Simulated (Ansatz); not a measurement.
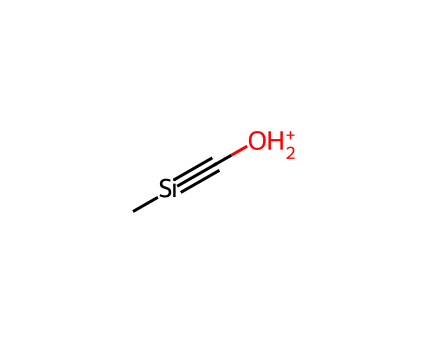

Simulated data, not a measurement (program: Ansatz).

2D structure. State: charge +1, singlet.

### Write the SMILES.

C[Si]#C[OH2+]

### What is the molecular formula?

C2H5OSi, charge +1.
